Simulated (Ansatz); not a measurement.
Run report: CH₄F₂Ge, molecular dynamics (part 2 of 2)

CH₄F₂Ge; RKS PBE/def2-SVP (Ansatz 0.2.0). It belongs to a series of runs on one base structure; here: dynamics from the start.

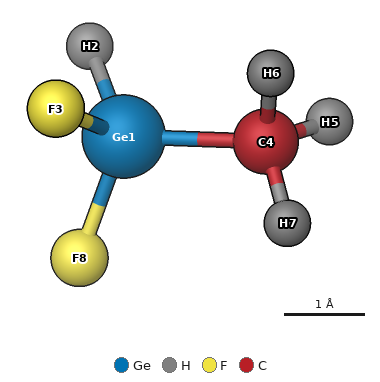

The geometry at step 148 of the log (ball-and-stick view, seen at a tilt; atoms are numbered from 1 in the order of the input).

The program's output, continued:
```
md step   133: t =    66.50 fs  T =   386.1 K  F+E_penalty+E_count = -63028.36651114 eV  E_kin = 0.399300 eV  (30 SCF iters)
md step   134: t =    67.00 fs  T =   411.1 K  F+E_penalty+E_count = -63028.38037957 eV  E_kin = 0.425149 eV  (30 SCF iters)
md step   135: t =    67.50 fs  T =   412.3 K  F+E_penalty+E_count = -63028.38765408 eV  E_kin = 0.426363 eV  (29 SCF iters)
md step   136: t =    68.00 fs  T =   445.6 K  F+E_penalty+E_count = -63028.38719433 eV  E_kin = 0.460757 eV  (30 SCF iters)
md step   137: t =    68.50 fs  T =   448.3 K  F+E_penalty+E_count = -63028.39099092 eV  E_kin = 0.463542 eV  (29 SCF iters)
md step   138: t =    69.00 fs  T =   517.9 K  F+E_penalty+E_count = -63028.41079277 eV  E_kin = 0.535551 eV  (30 SCF iters)
md step   139: t =    69.50 fs  T =   514.4 K  F+E_penalty+E_count = -63028.43752742 eV  E_kin = 0.531909 eV  (30 SCF iters)
md step   140: t =    70.00 fs  T =   632.6 K  F+E_penalty+E_count = -63028.45778205 eV  E_kin = 0.654139 eV  (29 SCF iters)
md step   141: t =    70.50 fs  T =   616.4 K  F+E_penalty+E_count = -63028.46077582 eV  E_kin = 0.637400 eV  (29 SCF iters)
md step   142: t =    71.00 fs  T =   559.8 K  F+E_penalty+E_count = -63028.44354777 eV  E_kin = 0.578861 eV  (29 SCF iters)
md step   143: t =    71.50 fs  T =   586.5 K  F+E_penalty+E_count = -63028.42474932 eV  E_kin = 0.606520 eV  (30 SCF iters)
md step   144: t =    72.00 fs  T =   600.8 K  F+E_penalty+E_count = -63028.40680807 eV  E_kin = 0.621262 eV  (30 SCF iters)
md step   145: t =    72.50 fs  T =   578.3 K  F+E_penalty+E_count = -63028.38133094 eV  E_kin = 0.597976 eV  (29 SCF iters)
md step   146: t =    73.00 fs  T =   529.8 K  F+E_penalty+E_count = -63028.36038833 eV  E_kin = 0.547891 eV  (29 SCF iters)
md step   147: t =    73.50 fs  T =   501.9 K  F+E_penalty+E_count = -63028.35005812 eV  E_kin = 0.518956 eV  (30 SCF iters)
md step   148: t =    74.00 fs  T =   500.3 K  F+E_penalty+E_count = -63028.34817156 eV  E_kin = 0.517385 eV  (30 SCF iters)
md step   149: t =    74.50 fs  T =   550.5 K  F+E_penalty+E_count = -63028.35822242 eV  E_kin = 0.569224 eV  (29 SCF iters)
these checks for a lower state are left out or cut short: starts, cluster_reference, orbital_swaps, neighbouring_geometries, increment
1037 factors; their error is unknown
mean field -63028.37115455 eV, -2316.2499177655 hartree, gradient 1.6e-5 eV, S^2 0.000000; 0 other end points of the search recorded, 0 dependent functions left out
the calculation of the forces begins
reference -63028.37118677 eV, -2316.2499189496 hartree; 30, 30 occupied and 64, 64 virtual orbitals, 1037 factors
1037 factors; their error is unknown
mean field evaluation 1216: about -63028.3712 eV, gradient 1.3e-3 eV
mean field -63028.37115455 eV, -2316.2499177655 hartree, gradient 1.6e-5 eV, S^2 0.000000; 1 other end points of the search recorded, 0 dependent functions left out
the calculation of the forces begins
reference -63028.37118677 eV, -2316.2499189496 hartree; 30, 30 occupied and 64, 64 virtual orbitals, 1037 factors
md step   150: t =    75.00 fs  T =   515.8 K  F+E_penalty+E_count = -63028.37115455 eV  E_kin = 0.533392 eV  (26 SCF iters)
```

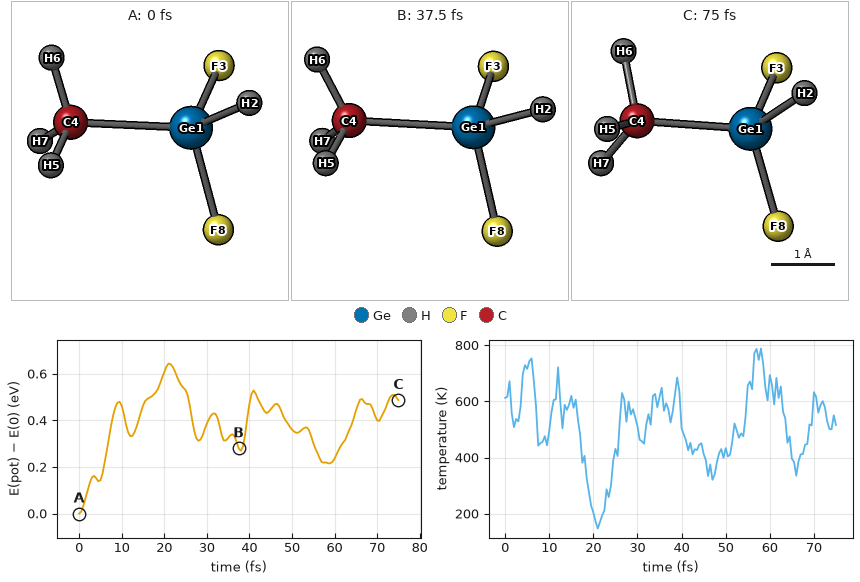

Frames of the molecular dynamics (ball-and-stick, seen at a tilt) above the curves, on which the letters mark them. The trajectory kept here has 151 frames over 75 fs. The temperature starts at 612 K, ranges from 147 to 788 K and averages 519 K over the second half. The potential energy ends 0.487 eV above its first value. After an unweighted best fit of the last frame on the first, the root-mean-square displacement is 0.28 Å.

```
Total energy: -63028.37118677 eV, -2316.2499189496 hartree
Atom 0 at    -0.036452     0.067953     0.086458 Å, force    -0.471319    -0.277862     2.951667 eV/Å
Atom 1 at     0.077122    -0.162729     1.634127 Å, force    -0.189960    -0.229632    -0.302319 eV/Å
Atom 2 at     1.563949     0.208532    -0.406317 Å, force     2.401638     0.144609    -0.880960 eV/Å
Atom 3 at    -0.893164     1.596205    -0.435338 Å, force    -0.409561     3.578656    -2.045042 eV/Å
Atom 4 at    -1.770952     1.984934     0.133797 Å, force     0.223717    -0.419945    -0.021516 eV/Å
Atom 5 at    -0.055764     2.411333    -0.321480 Å, force    -1.251472    -1.004399    -0.293621 eV/Å
Atom 6 at    -1.188160     1.570318    -1.563012 Å, force     0.449745     0.014435     1.512912 eV/Å
Atom 7 at    -0.625272    -1.269177    -0.757342 Å, force    -0.752787    -1.805863    -0.921121 eV/Å
Dipole moment:    -0.321596     0.425913     0.179097 e Å
```

Trajectory as extended XYZ (Å, eV, eV/Å), 12 of the 151 frames kept, from step=0 to step=150:
```
8
Properties=species:S:1:pos:R:3:forces:R:3 step=0 time_fs=0.0 energy=-63028.85821 temperature=612.5
Ge   -0.0479    0.0527    0.0653    0.0113  -0.0026  -0.0017
H    -0.1640   -0.2655    1.5750   -0.0032  -0.0025  -0.0030
F     1.6626    0.1614   -0.3076   -0.0073  -0.0016  -0.0001
C    -0.9416    1.6139   -0.6616   -0.0103   0.0092  -0.0049
H    -2.0357    1.5255   -0.5132    0.0179   0.0047  -0.0047
H    -0.5765    2.5293   -0.1557   -0.0058  -0.0167  -0.0089
H    -0.7238    1.6836   -1.7450   -0.0054  -0.0002   0.0170
F    -0.5967   -1.3666   -0.8072    0.0028   0.0097   0.0063
8
Properties=species:S:1:pos:R:3:forces:R:3 step=14 time_fs=7.0 energy=-63028.53523 temperature=583.0
Ge   -0.0312    0.0649    0.0915   -0.7791  -1.9300  -0.9007
H     0.0474   -0.3334    1.5683   -0.3076   0.0003   0.2070
F     1.6316    0.2110   -0.3412    0.8857   0.0059  -0.3056
C    -0.8933    1.5490   -0.7133   -0.9973   2.8132   1.1503
H    -2.0032    1.5794   -0.5666    0.2539  -0.5818  -0.3298
H    -0.6530    2.5975   -0.2336    0.2758  -1.6799  -0.6758
H    -0.6375    1.5891   -1.7807    0.0140  -0.0602  -0.2439
F    -0.6508   -1.3874   -0.8674    0.6547   1.4326   1.0985
8
Properties=species:S:1:pos:R:3:forces:R:3 step=27 time_fs=13.5 energy=-63028.48564 temperature=587.5
Ge   -0.0200    0.0827    0.1137   -0.1170  -2.2316  -1.5576
H     0.1248   -0.3620    1.5644   -0.3013  -0.0303   0.3354
F     1.6312    0.2636   -0.4091    0.5438  -0.1009  -0.0632
C    -0.8599    1.5536   -0.7264   -1.8229  -1.3466  -1.5866
H    -1.9713    1.3816   -0.6897    0.4362   0.2373   0.0551
H    -0.6383    2.5277   -0.3748    0.5233   1.4901   0.6374
H    -0.5909    1.4356   -1.8202    0.0123   0.1839   0.7563
F    -0.6437   -1.3847   -0.8846    0.7256   1.7981   1.4231
8
Properties=species:S:1:pos:R:3:forces:R:3 step=41 time_fs=20.5 energy=-63028.22786 temperature=172.5
Ge   -0.0026    0.0905    0.1343    0.0895  -1.7978  -1.2382
H    -0.0367   -0.2500    1.6878    0.0425   0.0427  -0.7098
F     1.6479    0.2695   -0.4621    0.0777  -0.3469   0.4690
C    -0.8193    1.5838   -0.7493   -0.1122  -0.1123  -0.4357
H    -1.8763    1.2324   -0.7589   -0.3227   1.2049   0.5118
H    -0.4537    2.6248   -0.3996   -1.0161  -1.3679  -0.5068
H    -0.5848    1.3357   -1.8187    0.4940   0.5390   0.3565
F    -0.6333   -1.3811   -0.8671    0.7472   1.8383   1.5532
8
Properties=species:S:1:pos:R:3:forces:R:3 step=55 time_fs=27.5 energy=-63028.53320 temperature=527.5
Ge   -0.0010    0.0787    0.1284   -0.8122  -0.9579  -1.2509
H    -0.0691   -0.2540    1.6555    0.1003  -0.0525  -0.3064
F     1.6339    0.2430   -0.4498    0.5645  -0.1931   0.2415
C    -0.8424    1.6101   -0.7562    1.5972  -1.3731   0.0254
H    -1.8883    1.4235   -0.6447   -1.3850   0.3396  -0.3055
H    -0.4522    2.5394   -0.3703   -0.0325   0.8338   0.4810
H    -0.4050    1.4528   -1.7652   -0.5739   0.1241  -0.0995
F    -0.6094   -1.3549   -0.8548    0.5416   1.2790   1.2145
8
Properties=species:S:1:pos:R:3:forces:R:3 step=68 time_fs=34.0 energy=-63028.54491 temperature=626.4
Ge    0.0016    0.0577    0.1082   -1.3491   0.0852  -1.8607
H    -0.0586   -0.4326    1.5073    0.0170  -0.1522   1.1489
F     1.6214    0.2325   -0.4311    1.2537  -0.0888  -0.1200
C    -0.8641    1.6288   -0.7142   -0.8197   0.5381   1.8648
H    -1.9783    1.5499   -0.4737    0.8677  -0.0344  -0.9799
H    -0.5867    2.6550   -0.3350    0.2116  -0.7485   0.2246
H    -0.5118    1.6284   -1.7453   -0.4694  -0.2989  -0.7455
F    -0.6190   -1.3407   -0.8309    0.2882   0.6995   0.4679
8
Properties=species:S:1:pos:R:3:forces:R:3 step=82 time_fs=41.0 energy=-63028.32947 temperature=460.3
Ge   -0.0070    0.0436    0.0825   -0.3510   0.1403   0.4315
H     0.0554   -0.5295    1.6176   -0.1788   0.7228  -1.0825
F     1.6485    0.2355   -0.4279    0.3475  -0.1313  -0.0290
C    -0.8630    1.7038   -0.6535    0.3963   0.2710  -2.2083
H    -1.9349    1.6904   -0.5834   -1.3571  -0.3111   0.7557
H    -0.5680    2.7334   -0.2631    0.2771  -1.1097  -0.3349
H    -0.8462    1.6719   -1.8671    0.8004   0.0414   2.4161
F    -0.6289   -1.3544   -0.8008    0.0655   0.3765   0.0515
8
Properties=species:S:1:pos:R:3:forces:R:3 step=95 time_fs=47.5 energy=-63028.41795 temperature=339.1
Ge   -0.0158    0.0480    0.0894    0.4460   0.7342  -1.9413
H     0.0449   -0.4694    1.5019   -0.0837   0.0510   0.7578
F     1.6990    0.2147   -0.4363   -1.0527  -0.1908   0.3190
C    -0.8964    1.7403   -0.6359   -1.1985  -1.1156   2.0401
H    -1.9929    1.7604   -0.4393   -0.0472  -0.4879   0.6163
H    -0.6049    2.7216   -0.2445    0.8500   0.0962  -0.0719
H    -0.9745    1.6616   -1.6876    0.8183   0.0405  -1.9934
F    -0.6546   -1.3770   -0.7876    0.2678   0.8725   0.2735
8
Properties=species:S:1:pos:R:3:forces:R:3 step=109 time_fs=54.5 energy=-63028.52537 temperature=544.9
Ge   -0.0189    0.0509    0.1070    0.3424   0.3246  -1.9735
H    -0.0436   -0.4264    1.5350    0.0628  -0.0271   0.7544
F     1.7031    0.1980   -0.4315   -1.2337  -0.1960   0.4298
C    -0.9260    1.7354   -0.5728   -0.1106  -0.7636   0.0327
H    -1.9775    1.7958   -0.1058    0.8863  -0.3020  -1.1704
H    -0.4269    2.6441   -0.1827    0.3778  -0.1345  -0.0258
H    -0.7871    1.7036   -1.7262   -0.7532   0.0846   1.5550
F    -0.6769   -1.3825   -0.7658    0.4281   1.0141   0.3977
8
Properties=species:S:1:pos:R:3:forces:R:3 step=123 time_fs=61.5 energy=-63028.56697 temperature=683.7
Ge   -0.0243    0.0466    0.1072   -1.3168  -0.5259  -0.4075
H    -0.1331   -0.3532    1.6014    0.2651   0.0638   0.0155
F     1.6384    0.1928   -0.4133    0.0789  -0.0134   0.0577
C    -0.9475    1.7080   -0.4667    3.3634  -0.2088  -0.3925
H    -1.9160    1.8483   -0.0082   -0.5423   0.3826   0.4524
H    -0.0448    2.4115   -0.1546   -2.0472  -0.5024  -0.4615
H    -0.9755    1.6681   -1.5867   -0.1655   0.1716   0.4772
F    -0.6611   -1.3871   -0.7499    0.3644   0.6326   0.2588
8
Properties=species:S:1:pos:R:3:forces:R:3 step=136 time_fs=68.0 energy=-63028.38719 temperature=445.6
Ge   -0.0204    0.0468    0.0894   -3.2737  -0.8192   2.4998
H    -0.1457   -0.3451    1.6709    0.3592   0.2647  -1.0353
F     1.5761    0.1866   -0.3890    2.5139   0.2359  -0.7271
C    -0.9308    1.6698   -0.4371   -0.2701  -1.4223   0.6131
H    -1.8689    1.9325    0.0600    0.0076   0.0802   0.5932
H    -0.0689    2.2541   -0.2155    0.6853   1.8950  -0.0283
H    -1.1480    1.5638   -1.4755    0.0411   0.1868  -1.5425
F    -0.6429   -1.3436   -0.7471   -0.0633  -0.4209  -0.3730
8
Properties=species:S:1:pos:R:3:forces:R:3 step=150 time_fs=75.0 energy=-63028.37116 temperature=515.8
Ge   -0.0365    0.0680    0.0865   -0.4713  -0.2779   2.9517
H     0.0771   -0.1627    1.6341   -0.1900  -0.2296  -0.3023
F     1.5639    0.2085   -0.4063    2.4016   0.1446  -0.8810
C    -0.8932    1.5962   -0.4353   -0.4096   3.5787  -2.0450
H    -1.7710    1.9849    0.1338    0.2237  -0.4199  -0.0215
H    -0.0558    2.4113   -0.3215   -1.2515  -1.0044  -0.2936
H    -1.1882    1.5703   -1.5630    0.4497   0.0144   1.5129
F    -0.6253   -1.2692   -0.7573   -0.7528  -1.8059  -0.9211
```

This output came from the following input.

The input:
```yaml
crystal:
  periodic: [false, false, false]
  atoms:
    - { symbol: Ge, position_ang: [-0.047861, 0.052672, 0.065312] }
    - { symbol: H, position_ang: [-0.164001, -0.265543, 1.574996] }
    - { symbol: F, position_ang: [1.662555, 0.161408, -0.307632] }
    - { symbol: C, position_ang: [-0.941574, 1.613923, -0.661608] }
    - { symbol: H, position_ang: [-2.035742, 1.525512, -0.513184] }
    - { symbol: H, position_ang: [-0.576534, 2.529302, -0.155722] }
    - { symbol: H, position_ang: [-0.723822, 1.683595, -1.745006] }
    - { symbol: F, position_ang: [-0.596721, -1.366569, -0.807155] }
basis:
  gaussian: { orbitals: def2-SVP }
hamiltonian:
  xc: pbe
md:
  timestep: 0.5
  n_steps: 150
  ensemble: nvt_langevin
  temperature: 700.0
  initial_velocities: maxwell_boltzmann
  seed: 96173
  friction: 0.05
```

Launch command:
```bash
ansatz run input.yaml --threads 1 --pin off --max-ram 2048MiB --backend cpu --events-out ev --progress --plain --runs-dir out
```

Summary:

| quantity | value |
| --- | --- |
| outcome | finished |
| mean temperature over the second half | 519 K |
| trajectory | 150 steps, 75 fs |
| ensemble | nvt_langevin |
| temperature in the input | 700.0 K |
| time step | 0.5 fs |
| potential energy (last step) | −63028.3712 eV |
| mean-field energy (last step) | −63028.3712 eV |
| largest force (length of the vector) (last step) | 4.142 eV/Å |
| hardware | 1 thread of Arm Neoverse V1, 24 GiB of memory available, shared host |
| wall time | 6.5 min |
| peak memory | 0.12 GiB |

Notes:

So short a trajectory is not equilibrated. The logged temperature at the start can lie below the typed one, since it is counted over all degrees of freedom.
